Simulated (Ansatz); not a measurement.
**SiO2: pressure series**

Base system: SiO2 (space group P3_221, No. 154; a = 5.022 Å, c = 5.510 Å).

Cell and atoms are relaxed at each pressure.

Computed with Kohn–Sham DFT with the PBE functional, run in Ansatz (a first-principles code) with PAW and 420 eV plane waves, without spin-orbit coupling.

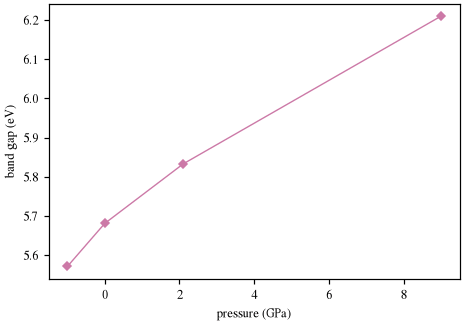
Figure. Band gap against pressure

```json
[
 {"pressure (GPa)": "-1", "band gap": "5.57 eV"},
 {"pressure (GPa)": "2.1", "band gap": "5.83 eV"},
 {"pressure (GPa)": "9", "band gap": "6.21 eV"}
]
```

Load acts through the strain it causes; cell and atoms are relaxed under it. Stability against distortions was not tested. No other phases were tried under pressure.
